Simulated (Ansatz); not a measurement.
A series of calculations on Si2NH9O

## 1. Relaxation

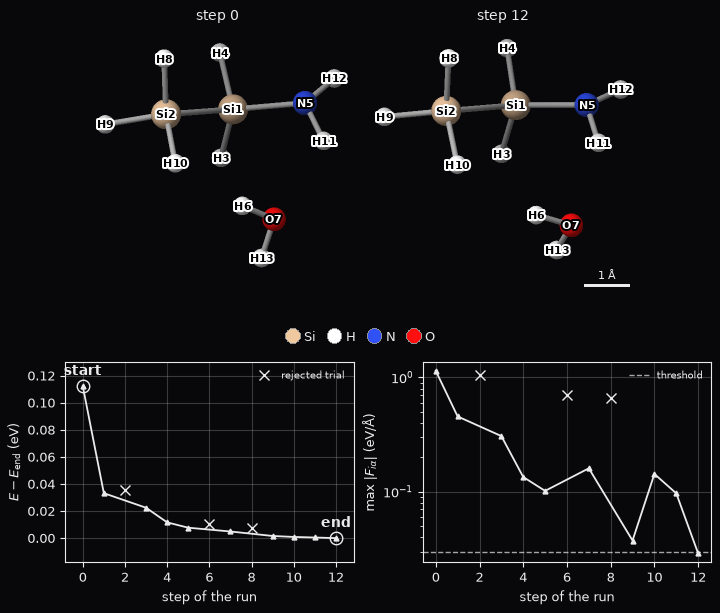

First and last geometry of a relaxation of Si$_{2}$NH$_{9}$O, with the history of the run. A ball-and-stick model, seen at a tilt.

The run prepares an end point of a later path (reaction) calculation, from a guessed geometry.

These are results of UKS B3LYP-D4/6-31G* (Ansatz 0.2.0), not measurements.

The input:
```yaml
crystal:
  periodic: [false, false, false]
  atoms:
    - { symbol: Si, position_ang: [-0.862756, 0.384214, 0.699016] }
    - { symbol: Si, position_ang: [0.202725, -1.605502, 0.615078] }
    - { symbol: H, position_ang: [-1.990246, 0.38677, -0.287388] }
    - { symbol: H, position_ang: [-1.501309, 0.435389, 2.049692] }
    - { symbol: "N", position_ang: [0.253699, 1.710061, 0.633449] }
    - { symbol: H, position_ang: [1.00492, -0.296713, -1.637507] }
    - { symbol: O, position_ang: [0.663754, 0.551302, -1.964327] }
    - { symbol: H, position_ang: [1.0713, -1.829475, 1.804343] }
    - { symbol: H, position_ang: [-0.788954, -2.720527, 0.563937] }
    - { symbol: H, position_ang: [1.090925, -1.821393, -0.573187] }
    - { symbol: H, position_ang: [0.639846, 1.926427, -0.279585] }
    - { symbol: H, position_ang: [0.028168, 2.548339, 1.155937] }
    - { symbol: H, position_ang: [0.187928, 0.331107, -2.779357] }
magnetization:
  spin_polarized: true
basis:
  gaussian: { orbitals: "6-31G*" }
hamiltonian:
  xc: b3lyp
  dispersion: d4
relax:
  f_tol: 0.03
  max_steps: 50
```

Command:
```bash
ansatz run input.yaml --threads 2 --pin off --max-ram 3072MiB --backend cpu --events-out ev --progress --plain --runs-dir out
```

Read the history and describe the run.

Answer. It converged. The energy falls by 0.112 eV in 9 accepted moves (12 points after the start). Largest force component: 1.1 eV/Å at the start, 0.029 eV/Å at the end. The line search rejected the trial steps at points 2, 6, 8 of the run. O7 moves most after the best rigid fit: 0.40 Å. Largest moves by element: O 0.40 Å, H 0.34 Å, Si 0.14 Å, N 0.09 Å. Some distances before and after: Si1–Si2 2.259 → 2.348 Å, Si1–H3 1.498 → 1.503 Å, Si1–H4 1.495 → 1.490 Å, N5–H11 1.015 → 1.019 Å. Among the angles between lasting bonds that change: Si1–Si2–H10 115.8° → 110.8°, Si2–Si1–H4 105.4° → 109.1°, Si2–Si1–N5 111.6° → 109.1°. Cost: 51 s on 2 threads of Arm Neoverse V1, on a shared host, peak memory 0.25 GiB.

```csv
step,"E − E(0), eV","largest force component, eV/Å",note
0,0.0000,1.1417,
1,-0.0791,0.4560,
2,-0.0768,1.0527,rejected
3,-0.0899,0.3070,
4,-0.1007,0.1347,
5,-0.1046,0.1018,
6,-0.1021,0.7085,rejected
7,-0.1074,0.1604,
8,-0.1045,0.6666,rejected
9,-0.1107,0.0375,
10,-0.1114,0.1431,
11,-0.1119,0.0969,
12,-0.1123,0.0289,
```

## 2. Relaxation

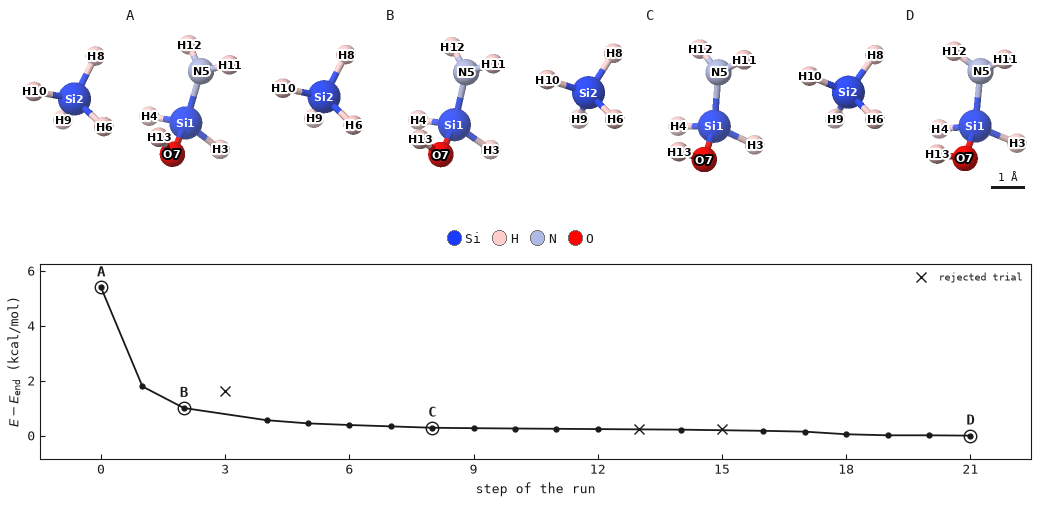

Frames of a relaxation of Si$_{2}$NH$_{9}$O, marked on the history of the run. Style: ball-and-stick. Shown at a tilt.

The run prepares an end point of a later path (reaction) calculation, from a guessed geometry.

All numbers below come from UKS B3LYP-D4/6-31G* (Ansatz 0.2.0). Set-up: collinear spin; force threshold 0.03 eV/Å; at most 50 steps.

### Describe the path.

Over 18 accepted moves (21 points after the start) the energy falls by 5.40 kcal/mol. The largest force component goes from 1.3 to 0.011 eV/Å. The line search rejected the trial steps at points 3, 13, 15 of the run. H13 moves most after the best rigid fit: 0.62 Å. Largest moves by element: H 0.62 Å, O 0.42 Å, Si 0.31 Å, N 0.19 Å. Near-neighbour distances that change, for instance: Si1–O7 1.723 → 1.669 Å, Si2–H6 1.445 → 1.488 Å, Si1–H3 1.485 → 1.479 Å, Si2–H10 1.489 → 1.485 Å. Among the angles between lasting bonds that change: H3–Si1–N5 115.7° → 108.9°, N5–Si1–O7 111.2° → 117.8°, H3–Si1–H4 109.4° → 112.8°. Groups turn about Si1–O7 by about 30°. From step 0 to 2: H atoms move most (0.35 Å), energy −4.39 kcal/mol. From step 2 to 8: H atoms move most (0.40 Å), energy −0.72 kcal/mol. From step 8 to 21: H12 moves most (0.34 Å), energy −0.29 kcal/mol.

| step | E − E(0), kcal/mol | largest force component, eV/Å | note |
| --- | --- | --- | --- |
| 0 | 0.00 | 1.3174 |  |
| 1 | -3.61 | 0.8473 |  |
| 2 | -4.39 | 0.8657 |  |
| 3 | -3.78 | 0.6555 | rejected |
| 4 | -4.83 | 0.1502 |  |
| 5 | -4.95 | 0.1015 |  |
| 6 | -5.01 | 0.1437 |  |
| 7 | -5.06 | 0.1027 |  |
| 8 | -5.11 | 0.0641 |  |
| 9 | -5.13 | 0.0487 |  |
| 10 | -5.14 | 0.0419 |  |
| 11 | -5.15 | 0.0385 |  |
| 12 | -5.16 | 0.0636 |  |
| 13 | -5.16 | 0.2933 | rejected |
| 14 | -5.18 | 0.0380 |  |
| 15 | -5.15 | 0.4554 | rejected |
| 16 | -5.22 | 0.1071 |  |
| 17 | -5.25 | 0.2690 |  |
| 18 | -5.35 | 0.0998 |  |
| 19 | -5.38 | 0.0461 |  |
| 20 | -5.38 | 0.0942 |  |
| 21 | -5.40 | 0.0108 |  |

## 3. Path

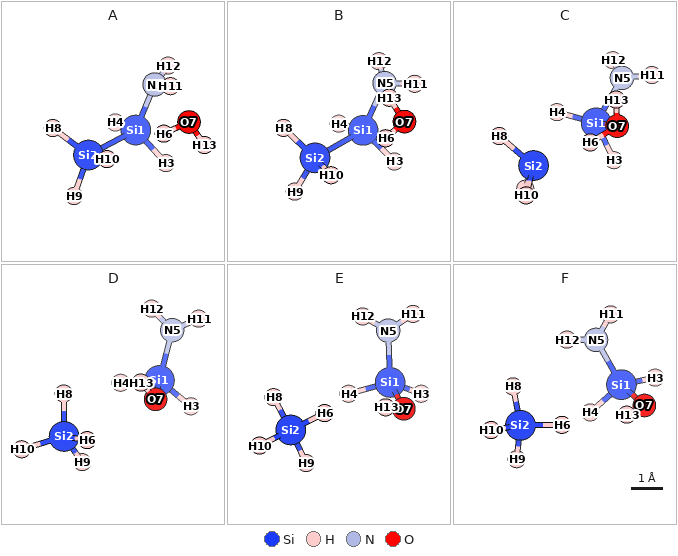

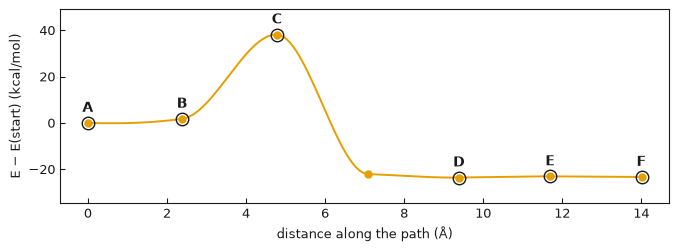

NEB run on Si₂NH₉O. Images are numbered from 0 (start) to 6 (end). Frames A to F are images 0, 1, 2, 4, 5, 6. A ball-and-stick model, seen from a free direction.

Level of theory: UKS B3LYP-D4/6-31G* in Ansatz. Set-up: 5 movable images; climbing image; force threshold 0.05 eV/Å; iteration limit 60; starting path through a guess of the saddle point.

**What happens along the path, and what is the barrier?**

The highest point, image 2, lies 38.2 kcal/mol above the start and 61.5 kcal/mol above the end; the end is at −23.3 kcal/mol relative to the start. Image 4 lies below both ends, at −23.6 kcal/mol, which points to an intermediate minimum that so few images don't resolve. The path has more than one stage, and so few images may leave a stage unresolved. Breaking: H6–O7 (0.97 → 1.08 at the top → 3.03 Å), Si1–Si2 (2.35 → 2.90 at the top → 4.07 Å). Forming: Si1–O7 (3.54 → 1.91 at the top → 1.67 Å), Si2–H6 (3.17 → 2.11 at the top → 1.49 Å). The band converged in 37 iterations. The largest component of the band force went from 40 to 0.047 eV/Å. The climbing image converged on the top of the path. Its vibrational analysis gives one imaginary mode (597i cm⁻¹), as a transition state must have.
